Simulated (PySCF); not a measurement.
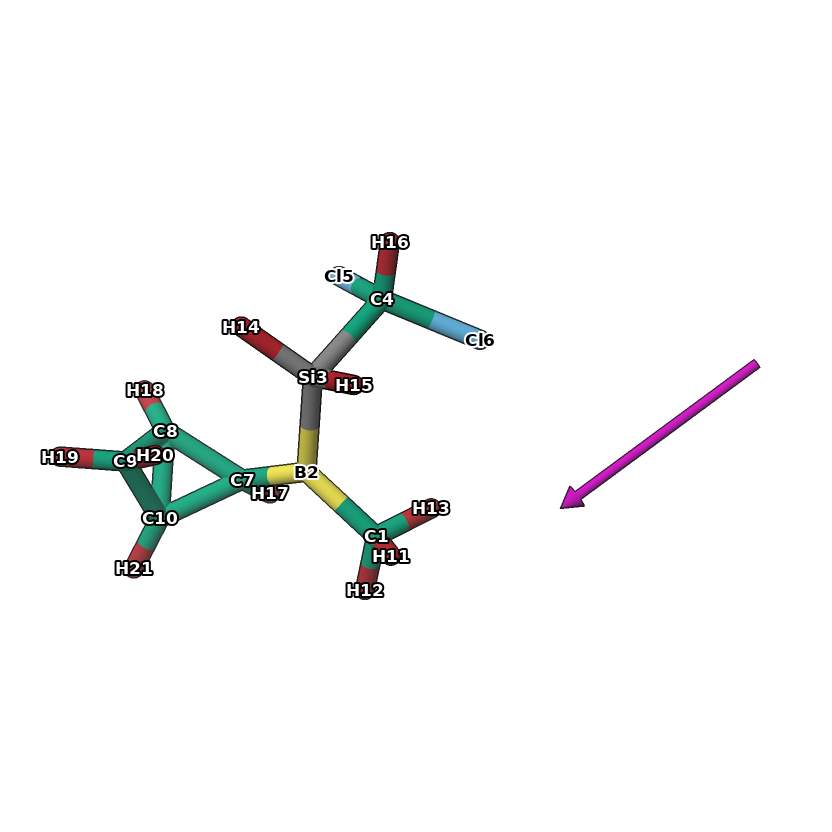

The arrow beside the molecule shows the direction of the dipole moment, from the negative to the positive end (its length means nothing). The geometry was computed by an optimisation with GFN2-xTB. No frequency run is at hand to confirm it as a minimum. Method: PBE0/pcSseg-1, gas phase (PySCF 2.14.0).

How large is the dipole moment?

Answer. 2.22 D; it points from the side of Cl6 to the side of H19, H21 (the outermost atoms at the two ends).

The geometry is semi-empirical. Around B, Si such bond lengths and angles can be off by a tenth of an ångström or more and by several degrees, and values that hang on the shape move with them.
